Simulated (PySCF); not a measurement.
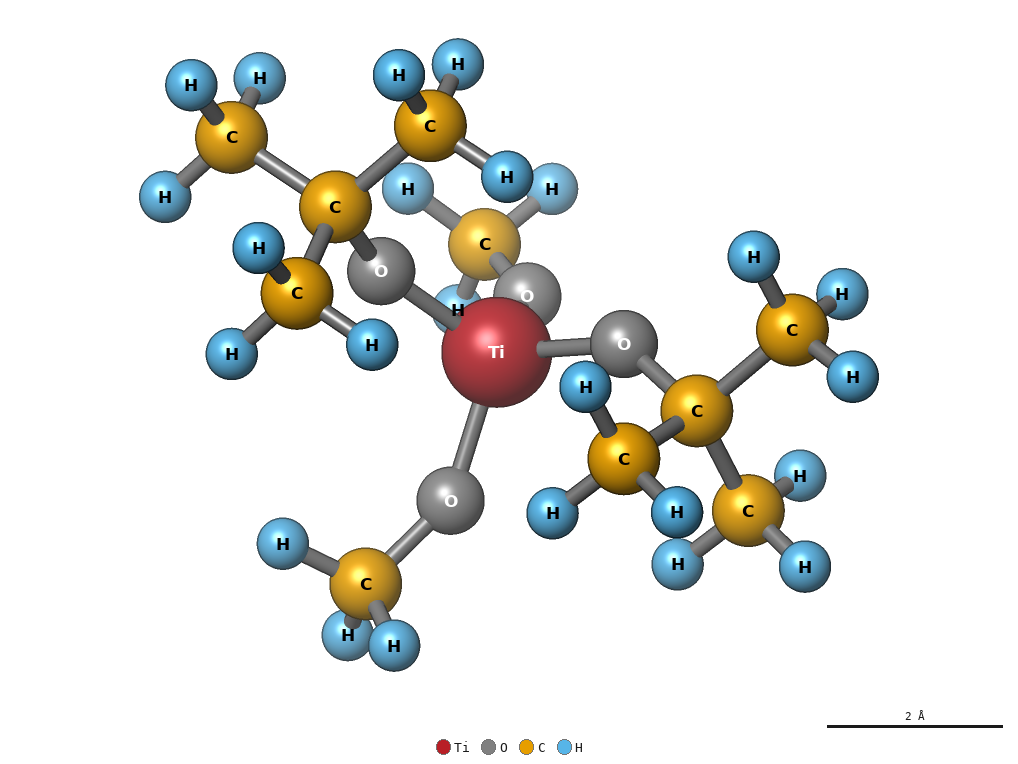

Atoms fade into the background with distance from the viewer. The species is neutral and a spin singlet. Computed geometry: PBE0-D3(BJ)/def2-SVP optimisation. No frequency run is at hand to confirm it as a minimum. Masses are those of the most abundant isotopes; constants are for the rigid equilibrium geometry.

### What kind of rotor is it, and what are its rotational constants in MHz?

An asymmetric top (C1): A = 520, B = 387, C = 324 MHz. Ray's parameter κ is −0.36, nearer the prolate limit.
